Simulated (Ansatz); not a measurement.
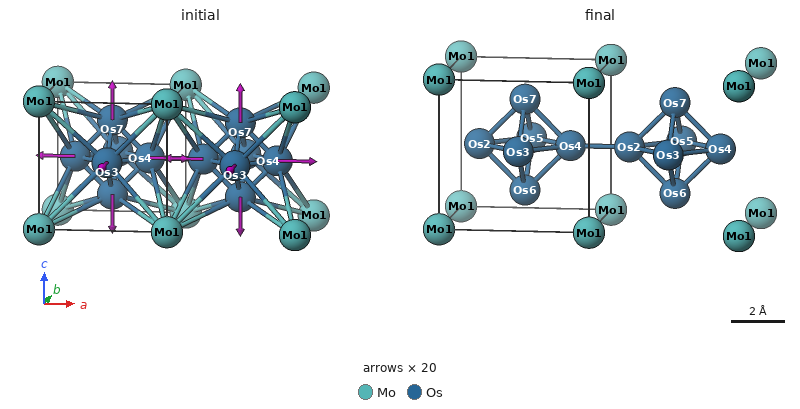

The structure of crystalline MoOs6 (a generated structure, set up in Pm-3m) (coarse preliminary run) before (left) and after (right) a relaxation, at one scale. The purple arrows give the displacements (the part carried along by the change of the cell is left out), magnified 20 times.

A ball-and-stick model of the cell of the calculation, repeated 2 × 1 × 1 with one cell outlined, seen from a free direction.

These are results of Ansatz 0.2.0, DFT PBE, scalar-relativistic, plane waves, PAW, not measurements.

Input file:
```yaml
crystal:
  lattice:
    - [4.97218429, 0.0, 0.0]
    - [0.0, 4.97218429, 0.0]
    - [0.0, 0.0, 4.97218429]
  atoms:
    - { symbol: Mo, position: [0.0, 0.0, 0.0] }
    - { symbol: Os, position: [0.20999999, 0.5, 0.5] }
    - { symbol: Os, position: [0.5, 0.20999999, 0.5] }
    - { symbol: Os, position: [0.79000001, 0.5, 0.5] }
    - { symbol: Os, position: [0.5, 0.79000001, 0.5] }
    - { symbol: Os, position: [0.5, 0.5, 0.20999999] }
    - { symbol: Os, position: [0.5, 0.5, 0.79000001] }
basis:
  ecutwfc: 420
kpoints:
  mp_grid: { grid: [4, 4, 4] }
hamiltonian:
  xc: pbe
scf:
  occupations: { method: gaussian, width: 0.1 }
  lower_state_search: "off"
output:
  forces: true
  stress: true
  eigenvalues: true
relax:
  adjacent_minimum: "off"
  f_tol: 0.04
  max_steps: 70
  cell: { stress_tol: 0.4 }
```

Launched with:
```bash
ansatz run input.yaml --threads 1 --pin off --max-ram 2560MiB --backend cpu --events-out ev --progress --plain --runs-dir out
```

Question: What changed between the two?

Answer: The largest moves relative to the cell, 0.078 Å, are those of Os2, Os3, Os4, Os5, Os6 and Os7. Os2 goes along −a. Mo stays in place. The drawn cell changes as follows: a = b = c 4.972 → 5.827 Å (+17.2 %); the volume changes by +61.0 %. Some distances before and after: Mo1–Os2 3.668 → 4.277 Å, Os2–Os3 2.039 → 2.500 Å, Os2–Os4 2.088 → 2.292 Å. The space group stays Pm-3m (No. 221). Over 8 accepted moves (10 points after the start) the energy falls by 36.219 eV per cell of the calculation. Largest force component: 35 eV/Å at the start, 0.025 eV/Å at the end. Pressure: 208.51 GPa at the start and 0.25 GPa at the end. At 2 points the geometry stayed and the basis and grid were re-selected for the new cell (energy shift of 0.485 eV per cell of the calculation at most each time). The run took 2.6 min on 1 thread of Intel(R) Xeon(R) Processor @ 2.50GHz (Skylake/Cascade Lake), on a shared host, peak memory 0.5 GiB.
